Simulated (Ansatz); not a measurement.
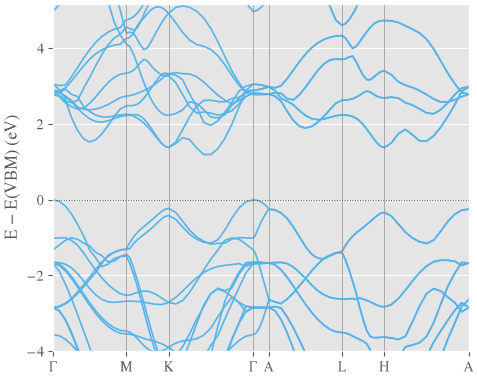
*Band structure from the program Ansatz at the r²SCAN+D4 level (PAW)*

Q: Read off the gap and where the band edges lie.

A: About 1.2 eV (1.17 eV by a search for the band edges); maximum at Γ, minimum on the K–Γ line, 46 % of the way from K.

Q: Which compound is it?
(A) GaO, P6_3/mmc (Ga on 4f, O on 4f)
(B) Si2MoN4, P6_3/mmc (Mo on 2c, N on 4f, Si on 4f, N on 4e)
(C) BeS, P6_422 (Be on 3c, S on 3d)
(D) WSe2, P6_3/mmc (W on 2c, Se on 4f)

A: D, WSe2, P6_3/mmc (W on 2c, Se on 4f)

The r²SCAN+D4 relaxation kept the symmetry of its start. No spin polarisation was allowed. Spin–orbit coupling is left out wherever it is not named.

Potentials: the earlier of the program's two PAW sets. The files were generated under PBE; for other functionals the program regenerates the frozen cores, and for LDA and PBEsol the local potential too.
